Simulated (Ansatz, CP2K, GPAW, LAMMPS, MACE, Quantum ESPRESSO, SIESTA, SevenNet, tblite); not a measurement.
# Amorphous Si0.9Ge0.1 (94 atoms) in other programs, against a plane-wave reference

Aim: run amorphous Si0.9Ge0.1 (94 atoms) in several programs and set results and cost side by side. A plane-wave run serves as the reference.

Main program and level: Quantum ESPRESSO 7.5; Kohn-Sham DFT, PBE, SSSP efficiency 1.3.0 pseudopotentials, plane waves.

### 1. The starting structure

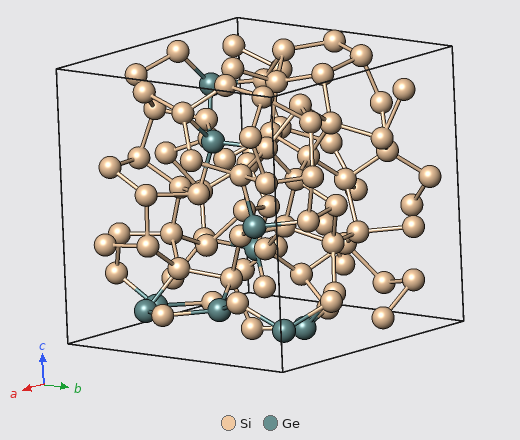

The starting structure, seen slightly off an axis (silicon light orange, germanium teal). Some periodic images of atoms are drawn too.

The cell holds 94 atoms: 85 Si and 9 Ge. Cell: a = 12.402 Å, b = 12.402 Å, c = 12.402 Å, α = 90.0°, β = 90.0°, γ = 90.0°. 94 atoms (85 Si, 9 Ge) placed at random at 2.65 g/cm³, melted at 3500 K for 10 ps at fixed volume with the Tersoff potential (Tersoff, Phys. Rev. B 39, 5566 (1989)). Quenched from 3500 K to 700 K at 3 K/ps and fixed volume, held 5 ps.

### 2. Plane-wave reference

The input, pw.in:

```
&control
  calculation = 'scf'
  pseudo_dir = './pseudo'
  outdir = './tmp'
  disk_io = 'none'
  tprnfor = .true.
  tstress = .true.
/
&system
  ibrav = 0
  nat = 94
  ntyp = 2
  ecutwfc = 45
  ecutrho = 360
  nosym = .true.
  occupations = 'smearing'
  smearing = 'fd'
  degauss = 0.003675
/
&electrons
  conv_thr = 4.7e-07
  electron_maxstep = 100
  mixing_beta = 0.2
  mixing_mode = 'local-TF'
  diagonalization = 'david'
/
ATOMIC_SPECIES
Si 28.085 Si.upf
Ge 72.630 Ge.upf
CELL_PARAMETERS angstrom
12.40220 0.00000 0.00000
0.00000 12.40220 0.00000
0.00000 0.00000 12.40220
ATOMIC_POSITIONS crystal
Si 0.35700 0.55571 0.19102
Si 0.98309 0.88063 0.83932
Si 0.58666 0.78048 0.87200
Si 0.00745 0.78620 0.40178
Si 0.30427 0.78337 0.35892
Si 0.23376 0.41074 0.96876
Si 0.12200 0.73948 0.13605
Si 0.79206 0.46293 0.55514
Si 0.23129 0.21866 0.53449
Si 0.20544 0.63774 0.28372
Si 0.03679 0.16913 0.19044
Si 0.26117 0.98945 0.89007
[... 78 atom lines left out ...]
Ge 0.34897 0.16272 0.83894
Ge 0.88934 0.27753 0.12806
Ge 0.83495 0.75520 0.47341
Ge 0.57493 0.74633 0.05611
K_POINTS gamma
```

Command:

```console
> OMP_NUM_THREADS=1 mpirun -np 4 pw.x -in pw.in > output.txt
```

Numbers of over 12 decimals in the logs are rounded to 6 here.

The log of the run:

```text
Program PWSCF
     gamma-point specific algorithms are used
     one sub-group per band group will be used
     scalapack distributed-memory algorithm (size of sub-group:  2*  2 procs)
     Parallelization info
     sticks:   dense  smooth     PW     G-vecs:    dense   smooth      PW
     Min        3932    1965    491               371092   131228   16424
     Max        3933    1968    494               371096   131229   16426
     Sum       15729    7869   1969              1484373   524913   65699
     bravais-lattice index     =            0
     lattice parameter (alat)  =      23.4368  a.u.
     unit-cell volume          =   12873.3860 (a.u.)^3
     number of atoms/cell      =           94
     number of atomic types    =            2
[... lines left out ...]
     scf convergence threshold =      4.7E-07
[... lines left out ...]
     number of k points=     1  Fermi-Dirac smearing, width (Ry)=  0.0037
[... lines left out ...]
     total energy              =   -2891.92353452 Ry
[... lines left out ...]
     total energy              =   -2891.25960291 Ry
[... lines left out ...]
     total energy              =   -2891.49417531 Ry
[... lines left out ...]
     c_bands:  2 eigenvalues not converged
[... lines left out ...]
     total energy              =   -2891.51344198 Ry
[... lines left out ...]
     total energy              =   -2891.51344200 Ry
[... lines left out ...]
          k = 0.0000 0.0000 0.0000 ( 32850 PWs)   bands (ev):
   -18.1440 -18.1077 -18.1010 -18.0920 -18.0895 -17.9885 -17.9802 -17.9512
   -17.9445 -17.9338 -17.9236 -17.9137 -17.8997 -17.8985 -17.8928 -17.8920
   -17.8856 -17.8841 -17.8660 -17.8583 -17.8377 -17.8262 -17.8078 -17.7974
[...]
8.4688   8.4961   8.5160   8.5472   8.5943   8.6359   8.6608   8.7269
     8.7607   8.7842   8.8304   8.8651   8.9210   8.9645   8.9849   9.0006
     the Fermi energy is     6.4891 ev
!    total energy              =   -2891.51344200 Ry
     estimated scf accuracy    <       0.00000013 Ry
     smearing contrib. (-TS)   =      -0.01760212 Ry
     internal energy E=F+TS    =   -2891.49583988 Ry
     The total energy is F=E-TS. E is the sum of the following terms:
     one-electron contribution =   -1607.26994305 Ry
     hartree contribution      =    1071.58297960 Ry
     xc contribution           =   -1046.53278750 Ry
     ewald contribution        =   -1309.27608893 Ry
     convergence has been achieved in  15 iterations
     Forces acting on atoms (cartesian axes, Ry/au):
     atom    1 type  1   force =    -0.00714100   -0.03180927    0.01035226
     atom    2 type  1   force =     0.00062951    0.00933931    0.01133024
     atom    3 type  1   force =    -0.01181994    0.02491232   -0.07340917
[...]
atom   93 type  2   force =    -0.02027432   -0.01098776   -0.00836873
     atom   94 type  2   force =     0.07048575    0.01670488    0.02982580
     Total force =     0.491899     Total SCF correction =     0.000788
     Computing stress (Cartesian axis) and pressure
          total   stress  (Ry/bohr**3)                   (kbar)     P=       17.42
   0.00019112   0.00005634  -0.00004586           28.12        8.29       -6.75
   0.00005634   0.00007612   0.00011000            8.29       11.20       16.18
  -0.00004586   0.00011000   0.00008794           -6.75       16.18       12.94
     Message from routine punch:
     Nothing written, as per user request (disk_io='none')
```

Run time: 4 min. Hardware: 4 MPI ranks of Arm Neoverse V2, shared host; peak memory 6.4 GiB; 16 min of CPU time.

Banners, paths, timers and routine set-up lines are dropped from the logs unmarked, and long logs keep their key lines alone; longer cuts are marked.

Numbers from this run:

* r.m.s. force component: 0.7531 eV/Å
* longest force: 2.572 eV/Å
* pressure: 1.742 GPa

### 3. The ladder

The programs:
- CP2K 2026.2: Gaussian basis with GTH pseudopotentials and a plane-wave density; labels give functional, basis (MOLOPT sets; SR short-range, UZH the newer set with its own potentials), grid cutoff/relative cutoff and solver (OT: orbital transformation; TRS4, TC2, SIGN: linear-scaling purification with its sparsity filter), or its built-in tight binding.
- GPAW 26.7.0: PAW with atomic orbitals (LCAO), plane waves or a real-space grid of spacing h.
- MACE: machine-learned potential, published weights.
- Quantum ESPRESSO 7.5: plane waves; labels (QE) give functional, pseudopotential set and cutoffs of waves/density.
- SIESTA 5.4.2: numerical atomic orbitals, whose automatically made sets are far from complete, with PseudoDojo norm-conserving potentials that we converted to its format (checked against plane waves on the same files for H, C, O, Si, Ge and Ca alone); labels give functional, basis size, energy shift and mesh cutoff.
- SevenNet: machine-learned potential, published weights.
- tblite 0.8.0: extended tight binding, driven from Python.

All use the same cell and atoms; the electronic-structure runs use the same k-mesh, and an electronic temperature of 580 K (0.05 eV) where levels are smeared.

Differences are against the plane-wave reference, forces as r.m.s. over components; share is that over the reference's r.m.s. force, slope the least-squares factor from reference forces to these. Total energies of different programs have different zeros and aren't compared.

```tsv
run	Δ force, r.m.s. (meV/Å)	share (%)	slope	Δ pressure (GPa)	cores	CPU time	memory (GiB)
reference	-	-	-	-	4	16 min	6.4
CP2K LDA, DZVP-MOLOPT-SR, 350/50 Ry, diagonalisation	81.0	10.8	0.952	-3.88	2	3 min	2.1
CP2K PBE+D3, DZVP-MOLOPT-SR, 350/50 Ry, diagonalisation	34.6	4.59	1.006	-0.732	2	3.7 min	2.3
CP2K PBE, DZVP-MOLOPT-SR, 175/50 Ry, diagonalisation (coarse)	32.4	4.30	1.013	0.0439	2	3.6 min	1.1
CP2K PBE, DZVP-MOLOPT-SR, 244/50 Ry, diagonalisation (coarse)	32.4	4.30	1.013	0.0439	2	3.4 min	1.4
CP2K PBE, DZVP-MOLOPT-SR, 350/20 Ry, diagonalisation (coarse)	37.0	4.92	1.012	0.114	2	2.4 min	2.2
CP2K PBE, DZVP-MOLOPT-SR, 350/50 Ry, diagonalisation	32.4	4.30	1.013	0.0439	2	3.7 min	2.2
CP2K PBE, DZVP-UZH, 350/50 Ry, diagonalisation	40.9	5.44	1.014	-0.0872	4	7.1 min	3.7
CP2K PBE, SZV-MOLOPT-SR, 350/50 Ry, diagonalisation (coarse)	447	59.3	1.335	6.61	1	2.1 min	2.1
CP2K PBE, TZV2P-MOLOPT (SR for Ge), 350/50 Ry, diagonalisation	25.6	3.39	1.001	-0.175	4	9.5 min	4.0
CP2K PBEsol, PBE potentials, DZVP-MOLOPT-SR, 350/50 Ry, diagonalisation	39.0	5.17	1.012	-0.652	2	3.5 min	2.2
GPAW PBE, LCAO dzp, h 0.2 Å	54.0	7.17	1.050	-	1	6.1 min	2.2
GPAW PBE, LCAO dzp, h 0.2 Å, other mixer settings	54.1	7.18	1.050	-	2	9.4 min	2.3
GPAW PBE, LCAO szp(dzp), h 0.2 Å (coarse)	149	19.7	1.113	-	1	4.7 min	2.1
GPAW RPBE, LCAO dzp, h 0.2 Å	73.7	9.79	1.073	-	1	6.4 min	2.2
MACE MP-0b2 small potential	326	43.3	0.608	-0.190	1	5.9 s	0.67
MACE MPA-0 medium potential	188	25.0	0.824	-0.018	1	7 s	0.94
QE PBE, sssp-1.3.0-efficiency, 45/360 Ry, paro	1.11	0.147	1.000	-0.0093	4	23 min	6.3
SIESTA PBE, DZ, shift 0.01 Ry, mesh 300 Ry (coarse)	193	25.6	1.140	5.96	1	3.1 min	1.2
SIESTA PBE, DZP, shift 0.01 Ry, mesh 150 Ry (coarse)	62.4	8.29	1.049	0.651	2	3.6 min	1.1
SIESTA PBE, DZP, shift 0.01 Ry, mesh 300 Ry	63.3	8.40	1.049	0.613	2	9.9 min	2.4
SIESTA PBE, SZP, shift 0.01 Ry, mesh 300 Ry (coarse)	262	34.7	1.195	5.20	1	6.9 min	1.8
SevenNet l3i5 potential	236	31.4	0.777	0.0311	1	8.4 s	1.2
tblite GFN1-xTB	296	39.3	1.123	8.21	1	10 s	0.19
tblite IPEA1-xTB	293	38.9	1.204	3.48	1	8.7 s	0.19
```

Rows marked coarse were listed beforehand as settings not expected to be converged; some can still land near the reference.

Times of the machine-learned potentials are mostly Python's start and the loading of weights.

CPU time is summed over cores on a shared host, where runs went side by side, so it is rough. Symmetry, cutoffs, thresholds, outputs and thread counts weren't matched or tuned between programs; memory under MPI is the largest rank's times the ranks.

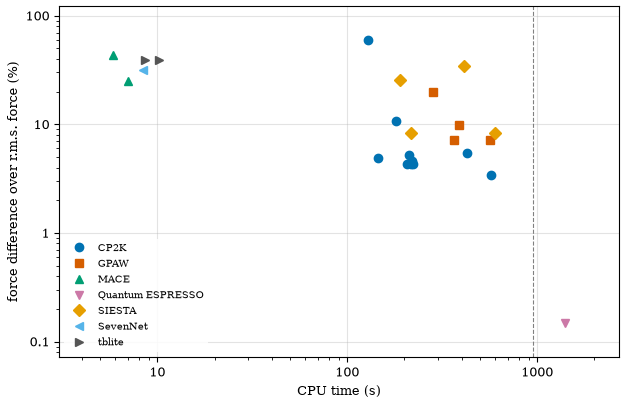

Force difference against CPU time; the dashed line marks the reference's time.

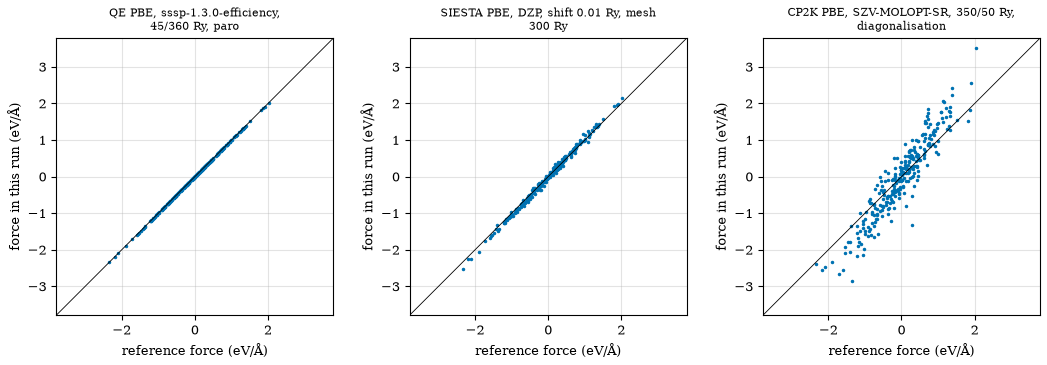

Force components against those of the reference; the line marks equality.

Runs without a result: CP2K GFN1-xTB, diagonalisation (not converged, the SCF not settling).

Mean charges by element (e), by run and scheme:

```tsv
run	scheme	Si	Ge
CP2K LDA, DZVP-MOLOPT-SR, 350/50 Ry, diagonalisation	Mulliken	-0.02	+0.23
CP2K PBE+D3, DZVP-MOLOPT-SR, 350/50 Ry, diagonalisation	Mulliken	-0.04	+0.36
CP2K PBE, DZVP-MOLOPT-SR, 244/50 Ry, diagonalisation	Mulliken	-0.04	+0.36
CP2K PBE, DZVP-MOLOPT-SR, 350/50 Ry, diagonalisation	Mulliken	-0.04	+0.36
CP2K PBE, DZVP-UZH, 350/50 Ry, diagonalisation	Mulliken	+0.02	-0.15
CP2K PBE, TZV2P-MOLOPT (SR for Ge), 350/50 Ry, diagonalisation	Mulliken	+0.03	-0.30
CP2K PBEsol, PBE potentials, DZVP-MOLOPT-SR, 350/50 Ry, diagonalisation	Mulliken	-0.04	+0.35
SIESTA PBE, DZP, shift 0.01 Ry, mesh 300 Ry	Hirshfeld	0.00	+0.04
tblite GFN1-xTB	Mulliken	+0.02	-0.17
tblite IPEA1-xTB	Mulliken	+0.05	-0.50
```

Within one program, basis, potentials and functional, energies share a zero. Each run against its twin at the usual cutoff or grid and solver:

```tsv
run	twin	Δ energy (meV/atom)	Δ force, r.m.s. (meV/Å)	CPU time over the twin's
CP2K PBE, DZVP-MOLOPT-SR, 175/50 Ry, diagonalisation	DZVP-MOLOPT-SR, 350/50 Ry, diagonalisation	7.0e-4	0.067	0.98
CP2K PBE, DZVP-MOLOPT-SR, 244/50 Ry, diagonalisation	DZVP-MOLOPT-SR, 350/50 Ry, diagonalisation	-1.0e-4	0.007	0.93
CP2K PBE, DZVP-MOLOPT-SR, 350/20 Ry, diagonalisation	DZVP-MOLOPT-SR, 350/50 Ry, diagonalisation	-1.78	17.3	0.66
GPAW PBE, LCAO dzp, h 0.2 Å, other mixer settings	LCAO dzp, h 0.2 Å	1.0e-4	1.51	1.5 (this twin ran on 1 cores)
QE PBE, sssp-1.3.0-efficiency, 45/360 Ry, paro	sssp-1.3.0-efficiency, 45/360 Ry	0	1.11	1.5
SIESTA PBE, DZP, shift 0.01 Ry, mesh 150 Ry	DZP, shift 0.01 Ry, mesh 300 Ry	-3.48	1.70	0.36
```

### 4. Outcome

| Quantity | Value |
| --- | --- |
| reference r.m.s. force component | 0.753 eV/Å |
| nearest in forces | QE PBE, sssp-1.3.0-efficiency, 45/360 Ry, paro, 0.15 % |
| farthest in forces | CP2K PBE, SZV-MOLOPT-SR, 350/50 Ry, diagonalisation (coarse), 59 % |
| cheapest electronic-structure run beside the reference | tblite IPEA1-xTB, 8.7 s of CPU time |

What this shows: With the reference's own potentials and cutoffs, another solver or threshold moves forces by 0.15 % (QE PBE, sssp-1.3.0-efficiency, 45/360 Ry, paro). The PBE runs in local orbitals, coarse settings apart, differ by 3.4 % (CP2K PBE, TZV2P-MOLOPT (SR for Ge), 350/50 Ry, diagonalisation) to 8.4 % (SIESTA PBE, DZP, shift 0.01 Ry, mesh 300 Ry); basis, grid and potentials can all enter. Tight binding differs by 39 % in each run; it is another model, with fitted parameters of its own, and the xTB methods hold dispersion. Machine-learned potentials differ by 25 % (MACE MPA-0 medium potential) to 43 % (MACE MP-0b2 small potential); they were trained on other programs' data. Among those trained on PBE data the slope goes as low as 0.61, which softening far from their training structures can give, though the reference's k-sampling is untested too. Rows with another functional or a dispersion term differ by 4.6 % (CP2K PBE+D3, DZVP-MOLOPT-SR, 350/50 Ry, diagonalisation) to 11 % (CP2K LDA, DZVP-MOLOPT-SR, 350/50 Ry, diagonalisation), which mixes the change of model with differences of basis and potentials, some of them made for another functional. IPEA1-xTB was fitted to ionisation energies and electron affinities, not to forces or charges. Runs with settings chosen to be coarse differ by 4.3 % (CP2K PBE, DZVP-MOLOPT-SR, 244/50 Ry, diagonalisation) to 59 % (CP2K PBE, SZV-MOLOPT-SR, 350/50 Ry, diagonalisation), their programs' other errors included. Of the electronic-structure runs that take under half the reference's CPU time, CP2K PBE, DZVP-MOLOPT-SR, 244/50 Ry, diagonalisation is among the nearest, at 4.3 % in 3.4 min against 16 min. SIESTA PBE, SZP, shift 0.01 Ry, mesh 300 Ry stiffens the forces by a factor of 1.19 while following their directions (correlation 0.972); the slopes of the 4 SIESTA runs lie between 1.05 and 1.19. In pressure, CP2K PBE, SZV-MOLOPT-SR, 350/50 Ry, diagonalisation misses by +6.6 GPa, at the same functional. Charges hang on model, scheme and program or settings: among these rows the mean for Ge runs from -0.50 to +0.36 e, even in sign. In the reference: levels near the Fermi energy are neither full nor empty under the smearing, so no gap is quoted. Periodic xTB results under one method name differ between programs and library versions. The potentials hold different valence shells: 466 electrons in the reference, 376 in CP2K with DZVP-UZH and 376 in GPAW; this bears on time and differences. GPAW's setups keep the filled d shell of Ge in the core. The reference's pressure holds the uncorrected Pulay stress of its 45 Ry basis, so small pressure differences, and their order, may be the reference's own error. Machine-learned potentials mimic data converged in k, so the reference's own k-point error enters their differences. The quench rate of 3 K/ps is many orders above laboratory rates, so the cell is likely richer in defects and strain than a real sample. The network of bonds at the start is that of the classical potential that made the cell, and needn't be the one that DFT or experiment would give. The electronic-structure runs sample only Γ, in a cell whose shortest periodic width is 12 Å, which is coarse for a cell with partly filled levels.

[Also dropped from logs without a mark: logging warnings of Python, and SIESTA's first energy breakdown and zero terms.]

[Logs are printed without paths, hosts, clocks, repeated set-up lines and the standing remarks that a program may print on its own settings, such as how far it seeks lower states.]

[Hosts, paths, dates, database ids (printed as entryN), source tags and the programs' standing remarks are cut or masked in the printed files.]
